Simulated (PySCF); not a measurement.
C2H6O, SMILES `CC=O.[H][H]`.

Method: B3LYP/6-311G**; geometry: GFN2-xTB; program: PySCF.

Input script:

```python
import numpy as np
from pyscf import gto, scf, dft
from pyscf.scf import atom_ks, atom_hf
from scipy.linalg import block_diag
from pyscf.dispersion import dftd3

def solve(mol, dm0=None, hcore=None):
    mf = (dft.UKS if mol.spin else dft.RKS)(mol, xc='b3lyp')
    mf.grids.level = 3
    mf = mf.density_fit(auxbasis='def2-universal-jkfit')
    mf.conv_tol, mf.max_cycle = 1e-8, 80
    if hcore is not None:
        mf.get_hcore = lambda *args: hcore
    mf.kernel(dm0)
    if not mf.converged:
        mf = mf.newton().run(mf.mo_coeff, mf.mo_occ, max_cycle=30)
    assert mf.converged, 'SCF not converged'
    return mf

mol = gto.M(atom='''
C      1.14918    -0.48664     0.08439
C      0.12535     0.56549    -0.19627
O     -1.00222     0.56611     0.20715
H      1.47736    -0.92292    -0.85748
H      0.74099    -1.26147     0.72767
H      2.01640    -0.02787     0.55575
H      0.50042     1.38729    -0.83929
H     -2.16372    -1.71673    -0.17210
H     -2.20086    -2.46029    -0.40041
''', basis='6-311g**', charge=0, spin=0, verbose=4)
mol_a = gto.M(atom='''
C      1.14918    -0.48664     0.08439
C      0.12535     0.56549    -0.19627
O     -1.00222     0.56611     0.20715
H      1.47736    -0.92292    -0.85748
H      0.74099    -1.26147     0.72767
H      2.01640    -0.02787     0.55575
H      0.50042     1.38729    -0.83929
ghost-H     -2.16372    -1.71673    -0.17210
ghost-H     -2.20086    -2.46029    -0.40041
''', basis='6-311g**', charge=0, spin=0, verbose=4)
mol_b = gto.M(atom='''
ghost-C      1.14918    -0.48664     0.08439
ghost-C      0.12535     0.56549    -0.19627
ghost-O     -1.00222     0.56611     0.20715
ghost-H      1.47736    -0.92292    -0.85748
ghost-H      0.74099    -1.26147     0.72767
ghost-H      2.01640    -0.02787     0.55575
ghost-H      0.50042     1.38729    -0.83929
H     -2.16372    -1.71673    -0.17210
H     -2.20086    -2.46029    -0.40041
''', basis='6-311g**', charge=0, spin=0, verbose=4)
ab, a, b = solve(mol), solve(mol_a), solve(mol_b)
e_int = ab.e_tot - a.e_tot - b.e_tot
print('counterpoise-corrected interaction energy / kcal/mol', e_int * 627.5095)
def disp(atoms, charge):
    m = gto.M(atom=atoms, charge=charge, basis='sto-3g', spin=None, unit='Bohr', verbose=0)
    return dftd3.DFTD3Dispersion(m, xc='b3lyp', version='d3bj').get_dispersion()['energy']
e_disp = disp(mol._atom, mol.charge) - disp(mol._atom[:7], mol_a.charge) - disp(mol._atom[7:], mol_b.charge)
print('D3(BJ) part / kcal/mol', e_disp * 627.5095)
# spherically averaged free atoms, for the promolecule
atm = atom_ks.get_atm_nrks(mol, xc='b3lyp')
pro = block_diag(*[(atm[a[0]][2] * atm[a[0]][3]) @ atm[a[0]][2].T for a in mol._atom])
np.savez('result.npz', e_int=e_int, e_disp=e_disp, dm_a=a.make_rdm1(), dm_b=b.make_rdm1(), c=ab.mo_coeff, occ=ab.mo_occ, eps=ab.mo_energy, pro=pro, d=[f.dip_moment(verbose=0) for f in (ab, a, b)])
```

Command:

```sh
OMP_NUM_THREADS=1 python input.py
```

The run took 15 s on 1 thread of Arm Neoverse V1, with other jobs on the host, peak memory 0.41 GiB.

Partitions, critical points and surface values were worked out afterwards from this run's density.

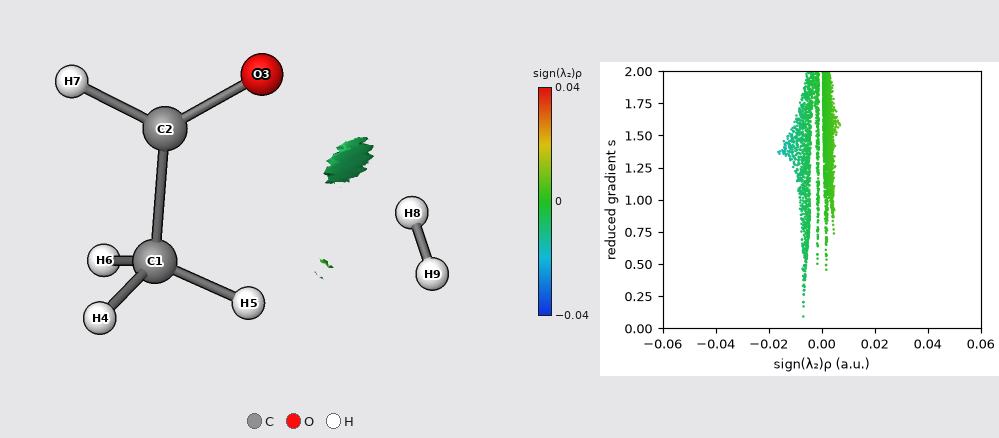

Non-covalent interaction surfaces between the fragments (reduced density gradient s = 0.5, coloured by sign(λ₂)ρ in a.u.; trimmed to the region between the fragments where ρ is under 0.06 a.u.). Fragment A: H4C2O (atoms 1–7); fragment B: H2. The plot gives s against sign(λ₂)ρ for grid points between the fragments.

Which interactions hold the two fragments together?

Answer. Bond critical points between the fragments: O3···H8, 2.59 Å, ρ = 0.007 a.u. It is weak and appears green (van der Waals range). The pose is a local one from a semi-empirical search, not shown to be the most stable.

How strongly are they bound?

Answer. The counterpoise-corrected interaction energy of the frozen fragments is −0.1 kcal/mol without dispersion correction and −0.6 kcal/mol with D3(BJ). The pair geometry is semi-empirical, not a minimum at this level.
